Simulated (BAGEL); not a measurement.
**C2H6OSi (SMILES CO[Si]C) at B3LYP/6-31G(d) (density fitting with qzvpp-jkfit, spherical functions)**

What is the energy change on altering one bond length of C2H6OSi at B3LYP/6-31G* (density fitting with qzvpp-jkfit, spherical functions)? 

Program for the calculation: BAGEL 1.2.2.

1 further run of the same task is left out (set aside as unsound or not needed). Runs told in other sessions of the task aren't counted.

## Step 1: The system as given

The species is C2H6OSi (10 atoms), meant as a singlet with charge 0. SMILES: `CO[Si]C`. The coordinates come from a PBE0-D4/def2-TZVP relaxation. This is one conformer, not always the lowest.

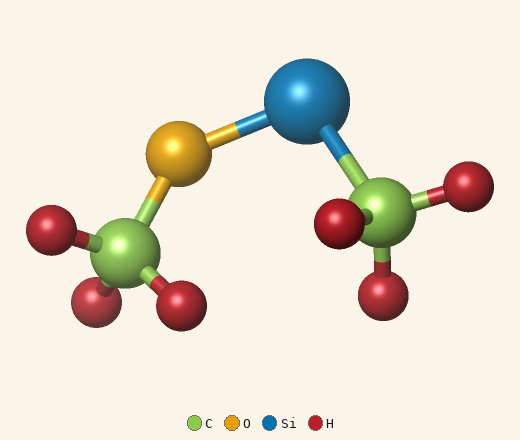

The structure, seen from a chosen angle (carbon green, oxygen amber, silicon blue, hydrogen red).

## Step 2: A single-point energy at B3LYP/6-31G(d) (density fitting with qzvpp-jkfit, spherical functions)

input.json

```json
{ "bagel" : [

{
  "title" : "molecule",
  "basis" : "6-31gs.json",
  "df_basis" : "qzvpp-jkfit",
  "angstrom" : true,
  "geometry" : [
    { "atom" : "C", "xyz" : [      -0.453800,       1.262700,      -0.782500 ] },
    { "atom" : "O", "xyz" : [       0.892900,       1.066700,      -0.423500 ] },
    { "atom" : "Si", "xyz" : [       1.695100,      -0.124400,       0.380400 ] },
    { "atom" : "C", "xyz" : [       0.308400,      -1.365000,       0.803300 ] },
    { "atom" : "H", "xyz" : [      -0.527200,       1.344800,      -1.869800 ] },
    { "atom" : "H", "xyz" : [      -1.097200,       0.445700,      -0.445300 ] },
    { "atom" : "H", "xyz" : [      -0.809600,       2.197600,      -0.342400 ] },
    { "atom" : "H", "xyz" : [      -0.184400,      -1.751200,      -0.097200 ] },
    { "atom" : "H", "xyz" : [      -0.467600,      -0.912400,       1.432500 ] },
    { "atom" : "H", "xyz" : [       0.726300,      -2.215800,       1.347400 ] }
  ]
},

{
  "title" : "ks",
  "xc_func" : "b3lyp",
  "charge" : 0
},

{
  "title" : "print",
  "file" : "orbitals.molden",
  "orbitals" : true
}

]}
```

The basis set 6-31G* is read from a file made from the Basis Set Exchange's data (not shown).

Launch:

```console
BAGEL_NUM_THREADS=1 BAGEL input.json > input.out
```

Log:

```text
* using 1 threads per process

  ===============================================================
  ===============================================================

  *** Geometry ***

  { "atom" : "C", "xyz" : [     -0.857558,      2.386157,     -1.478711 ] },
  { "atom" : "O", "xyz" : [      1.687336,      2.015771,     -0.800299 ] },
  { "atom" : "Si", "xyz" : [      3.203275,     -0.235082,      0.718852 ] },
  { "atom" : "C", "xyz" : [      0.582792,     -2.579476,      1.518017 ] },
  { "atom" : "H", "xyz" : [     -0.996264,      2.541304,     -3.533410 ] },
  { "atom" : "H", "xyz" : [     -2.073408,      0.842251,     -0.841495 ] },
  { "atom" : "H", "xyz" : [     -1.529922,      4.152862,     -0.647042 ] },
  { "atom" : "H", "xyz" : [     -0.348465,     -3.309288,     -0.183681 ] },
  { "atom" : "H", "xyz" : [     -0.883636,     -1.724186,      2.707033 ] },
  { "atom" : "H", "xyz" : [      1.372508,     -4.187255,      2.546217 ] },

  Number of auxiliary basis functions:      463

  Since a DF basis is specified, we compute 2- and 3-index integrals:
    o Being stored without compression. Storage requirement is 0.019 GB

  Number of basis functions:       72
  Number of electrons      :       40

    * METHOD: MOLECULE                             0.21

  *** Kohn-Sham DFT ***

    * Removing 18200 points whose weight is below 1.00e-10
    * Grid points: 130860

  === Nuclear Repulsion ===
   160.1687469878

       - DIIS with orbital gradients will be used.

  === KS iteration (b3lyp / 6-31gs.json) ===
      0       -409.26373470          0.17974571           0.33
      1       -404.86851864          0.14887602           0.32
      2       -382.15532883          0.24105912           0.32
      3       -425.65542765          0.13177896           0.32
      4       -443.69724629          0.04850919           0.32
      5       -444.03572686          0.03320513           0.32
      6       -444.28310019          0.02340463           0.32
      7       -444.46496870          0.01355069           0.33
      8       -444.51348633          0.00548204           0.32
      9       -444.52629922          0.00056187           0.32
     10       -444.52640915          0.00010005           0.33
     11       -444.52641298          0.00004430           0.32
     12       -444.52641376          0.00000636           0.32
     13       -444.52641378          0.00000198           0.33
     14       -444.52641378          0.00000094           0.33
     15       -444.52641378          0.00000019           0.32
     16       -444.52641378          0.00000010           0.32
     17       -444.52641378          0.00000003           0.32
     18       -444.52641378          0.00000000           0.32
    * SCF iteration converged.

    * Permanent dipole moment:
           (    0.969123,     0.139822,     0.104128) a.u.

    * METHOD: KS                                   6.85

    * METHOD: PRINT                                0.01

  ===============================================================
```

Run time: 7.2 s. Hardware: 1 thread of Arm Neoverse V1, shared host; peak memory 0.45 GiB.

## Step 3: The distorted shape

dft.json

```json
{ "bagel" : [

{
  "title" : "molecule",
  "basis" : "6-31gs.json",
  "df_basis" : "qzvpp-jkfit",
  "angstrom" : true,
  "geometry" : [
    { "atom" : "C", "xyz" : [   -0.037818,    1.634855,   -0.909362 ] },
    { "atom" : "O", "xyz" : [    1.308882,    1.438855,   -0.550362 ] },
    { "atom" : "Si", "xyz" : [    2.111082,    0.247755,    0.253538 ] },
    { "atom" : "C", "xyz" : [    0.308400,   -1.365000,    0.803300 ] },
    { "atom" : "H", "xyz" : [   -0.111218,    1.716955,   -1.996662 ] },
    { "atom" : "H", "xyz" : [   -0.681218,    0.817855,   -0.572162 ] },
    { "atom" : "H", "xyz" : [   -0.393618,    2.569755,   -0.469262 ] },
    { "atom" : "H", "xyz" : [   -0.184400,   -1.751200,   -0.097200 ] },
    { "atom" : "H", "xyz" : [   -0.467600,   -0.912400,    1.432500 ] },
    { "atom" : "H", "xyz" : [    0.726300,   -2.215800,    1.347400 ] }
  ]
},
{ "title" : "ks", "xc_func" : "b3lyp" },
{ "title" : "print", "file" : "orbitals.molden", "orbitals" : true }

]}
```

The basis set 6-31G* is read from a file made from the Basis Set Exchange's data (not shown).

Launch:

```console
BAGEL_NUM_THREADS=1 BAGEL dft.json > dft.out
```

Log:

```text
* using 1 threads per process

  ===============================================================
  ===============================================================

  *** Geometry ***

  { "atom" : "C", "xyz" : [     -0.071466,      3.089428,     -1.718445 ] },
  { "atom" : "O", "xyz" : [      2.473429,      2.719042,     -1.040033 ] },
  { "atom" : "Si", "xyz" : [      3.989367,      0.468189,      0.479117 ] },
  { "atom" : "C", "xyz" : [      0.582792,     -2.579476,      1.518017 ] },
  { "atom" : "H", "xyz" : [     -0.210172,      3.244575,     -3.773144 ] },
  { "atom" : "H", "xyz" : [     -1.287315,      1.545522,     -1.081229 ] },
  { "atom" : "H", "xyz" : [     -0.743830,      4.856133,     -0.886777 ] },
  { "atom" : "H", "xyz" : [     -0.348465,     -3.309288,     -0.183681 ] },
  { "atom" : "H", "xyz" : [     -0.883636,     -1.724186,      2.707033 ] },
  { "atom" : "H", "xyz" : [      1.372508,     -4.187255,      2.546217 ] },

  Number of auxiliary basis functions:      463

  Since a DF basis is specified, we compute 2- and 3-index integrals:
    o Being stored without compression. Storage requirement is 0.019 GB

  Number of basis functions:       72
  Number of electrons      :       40

    * METHOD: MOLECULE                             0.21

  *** Kohn-Sham DFT ***

    * Removing 17307 points whose weight is below 1.00e-10
    * Grid points: 131753

  === Nuclear Repulsion ===
   150.2878307448

       - DIIS with orbital gradients will be used.

  === KS iteration (b3lyp / 6-31gs.json) ===
      0       -401.07755684          0.17203104           0.35
      1       -357.45100902          0.15661386           0.32
      2       -348.09646809          0.17986762           0.33
      3       -429.32027560          0.06563093           0.33
      4       -416.46243660          0.14571297           0.33
      5       -429.91492342          0.10244617           0.33
      6       -430.37223092          0.11068823           0.33
      7       -421.38513941          0.15203808           0.33
      8       -429.94321834          0.10490240           0.33
      9       -419.56325457          0.13282388           0.33
     10       -439.90880949          0.07444570           0.33
     11       -443.61132215          0.03665137           0.33
     12       -444.17661611          0.03001396           0.33
     13       -444.40514123          0.01071711           0.33
     14       -444.48190471          0.00407821           0.34
     15       -444.48954964          0.00170746           0.34
     16       -444.49059368          0.00080025           0.34
     17       -444.49084959          0.00005396           0.34
     18       -444.49085101          0.00001243           0.34
     19       -444.49085108          0.00000252           0.32
     20       -444.49085108          0.00000085           0.32
     21       -444.49085108          0.00000063           0.33
     22       -444.49085108          0.00000052           0.33
     23       -444.49085108          0.00000008           0.33
     24       -444.49085108          0.00000002           0.33
     25       -444.49085108          0.00000001           0.33
    * SCF iteration converged.

    * Permanent dipole moment:
           (    0.489394,    -0.318389,     0.266316) a.u.

    * METHOD: KS                                   9.35

    * METHOD: PRINT                                0.01

  ===============================================================
```

Wall time 9.9 s (1 thread of Arm Neoverse V1, shared host); peak memory 0.45 GiB.

## Step 4: What came out

At B3LYP/6-31G* (density fitting with qzvpp-jkfit, spherical functions):

| quantity | value |
| --- | --- |
| first shape: total energy | -444.52641 Eh |
| first shape: dipole moment | 2.50 D |
| first shape: HOMO energy | -5.76 eV |
| first shape: LUMO energy | -1.50 eV |
| first shape: HOMO–LUMO gap | 4.26 eV |
| distorted shape: total energy | -444.49085 Eh |
| distorted shape: dipole moment | 1.63 D |
| distorted shape: HOMO energy | -5.61 eV |
| distorted shape: LUMO energy | -1.97 eV |
| distorted shape: HOMO–LUMO gap | 3.65 eV |
| energy change with the Si3–C4 bond stretched from 1.908 to 2.480 Å | 0.968 eV |

With the Si3–C4 bond stretched from 1.908 to 2.480 Å the energy rises by 0.97 eV (93.4 kJ/mol). The first shape isn't relaxed at this level, so the change isn't measured from a minimum.
